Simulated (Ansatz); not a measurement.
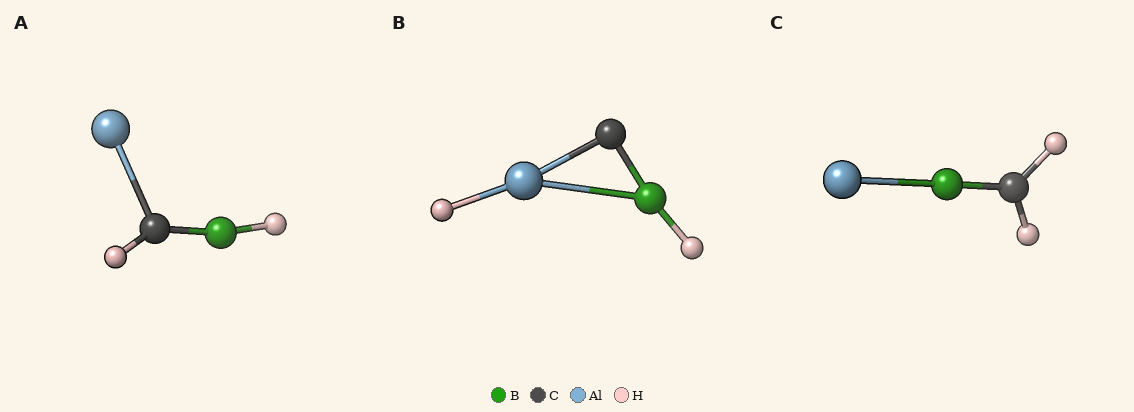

3 stationary structures of one formula. Geometries: PBE-D4/def2-SVP. Electronic energies: PBE-D4/def2-SVP (Ansatz 0.2.0), without zero-point energy. No frequency run is at hand to confirm each as a minimum.

Rank them by energy, lowest first.

Answer. A is lowest (Cs); B lies 19.8 kcal/mol above it (Cs), C lies 22.5 kcal/mol above it.
